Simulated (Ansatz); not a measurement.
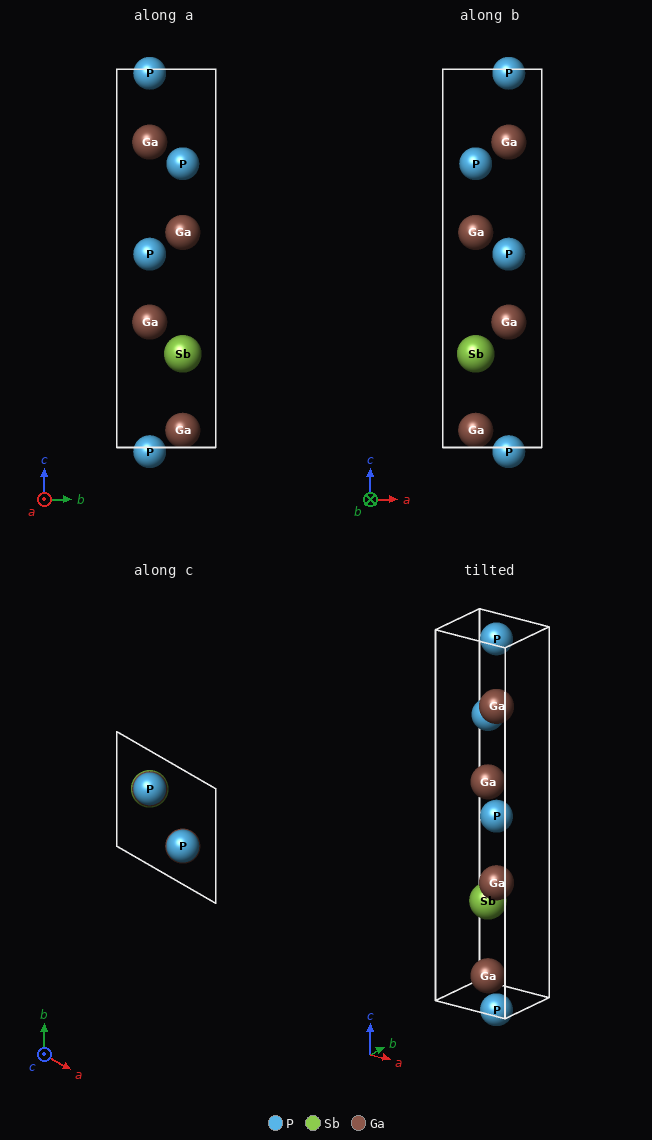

The image is a spheres-only drawing of a crystal, viewed along the a axis, along the b axis, along the c axis and slightly off an axis. The parallelepiped is the conventional unit cell.

Lattice parameters: a = 3.9634 Å, b = 3.9634 Å, c = 13.0915 Å, α = 90.000°, β = 90.000°, γ = 120.000°.

**Write the structure as a CIF with its space group and independent sites, with free fractional coordinates to two decimals.**

```cif
data_structure
_symmetry_space_group_name_H-M 'P 3 m 1'
_symmetry_Int_Tables_number 156
_cell_length_a 3.9634
_cell_length_b 3.9634
_cell_length_c 13.0915
_cell_angle_alpha 90.000
_cell_angle_beta 90.000
_cell_angle_gamma 120.000
_cell_volume 178.10
loop_
_atom_site_label
_atom_site_type_symbol
_atom_site_symmetry_multiplicity
_atom_site_Wyckoff_symbol
_atom_site_fract_x
_atom_site_fract_y
_atom_site_fract_z
_atom_site_occupancy
P1 P 1 c 0.6667 0.3333 0.99 1
P2 P 1 c 0.6667 0.3333 0.51 1
P3 P 1 b 0.3333 0.6667 0.75 1
Sb1 Sb 1 b 0.3333 0.6667 0.25 1
Ga1 Ga 1 c 0.6667 0.3333 0.81 1
Ga2 Ga 1 c 0.6667 0.3333 0.33 1
Ga3 Ga 1 b 0.3333 0.6667 0.57 1
Ga4 Ga 1 b 0.3333 0.6667 0.05 1
```

The structure was taken from a structure type filled with these elements by a generator (whether the compound takes this form wasn't checked). The structure drawn was relaxed with DFT, r2SCAN, plane waves, PAW in Ansatz 0.2.0.
